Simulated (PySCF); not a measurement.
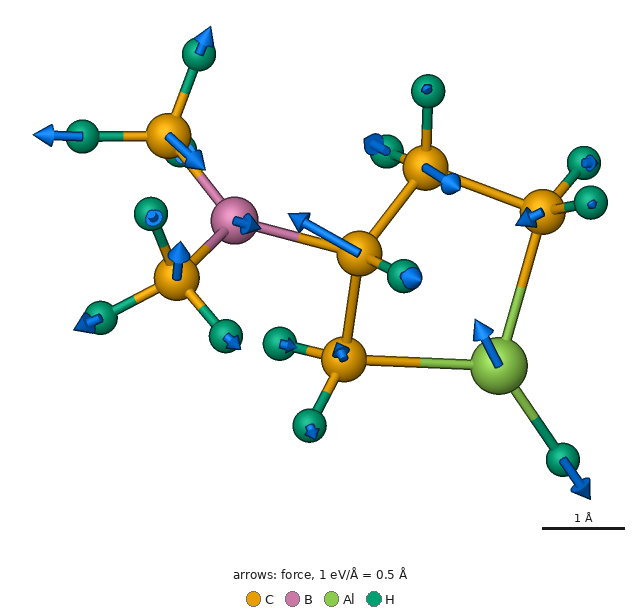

Starting geometry of C6H14AlB with the computed forces as blue arrows. Style: ball-and-stick. Shown at a tilt.

The start comes from GFN2-xTB. Its atoms were then displaced at random by about 0.01 Å.

Computed with PBE0-D3(BJ)/def2-SVP geometry optimisation, gas phase (PySCF). 

Question: What follows when this structure is relaxed?

Answer: It isn't relaxed: the largest force vector, on a C atom, is 2.07 eV/Å. The final displacements have little in common with the starting forces (cosine between the two patterns 0.12). An H atom moves most after the best rigid fit: 0.38 Å. By element the largest moves are H 0.38 Å, C 0.17 Å, Al 0.15 Å, B 0.03 Å. Near-neighbour distances that change, for instance: Al–H 1.511 → 1.594 Å, B–C 1.617 → 1.568 Å, Al–C 2.004 → 1.962 Å, C–H 1.066 → 1.101 Å. Bond angles that change, for instance: Al–C–H 117.7° → 110.3°, Al–C–H 115.1° → 109.0°, B–C–C 102.5° → 97.3°. The energy falls by 30.0 kJ/mol in 9 geometry steps.
